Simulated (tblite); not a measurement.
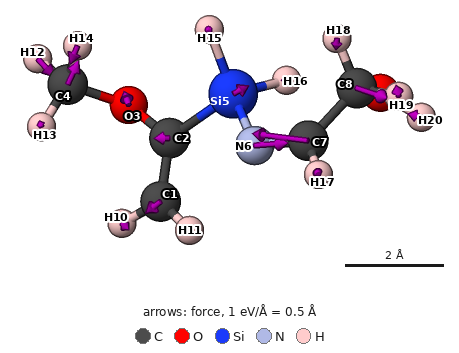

Starting geometry of C$_{5}$H$_{11}$NO$_{2}$Si with the computed forces as purple arrows. A ball-and-stick model, seen from a free direction.

Method: GFN2-xTB geometry optimisation, gas phase (tblite 0.8.0). 

Question: Is this structure relaxed? If not, where do the atoms go?

Answer: It isn't relaxed: the largest force vector, on a C atom, is 2.75 eV/Å. The final displacements have little in common with the starting forces (cosine between the two patterns 0.07). The energy falls by 97.8 kJ/mol in 248 geometry steps. An H atom moves most after the best rigid fit: 2.73 Å. By element the largest moves are H 2.73 Å, N 1.37 Å, Si 1.36 Å, O 1.21 Å, C 1.14 Å. Some distances before and after: C–Si 1.859 → 1.903 Å, C–N 1.284 → 1.247 Å, C–O 1.394 → 1.361 Å, C–H 1.127 → 1.095 Å. Among the angles between lasting bonds that change: N–Si–H 113.8° → 101.3°, O–C–Si 120.8° → 108.7°, Si–N–C 123.8° → 134.1°. Groups turn about N–Si by about 85°, C–O by about 85°, C–C by about 45°. The run took 1.7 s on 1 thread of Arm Neoverse V2 (shared host).
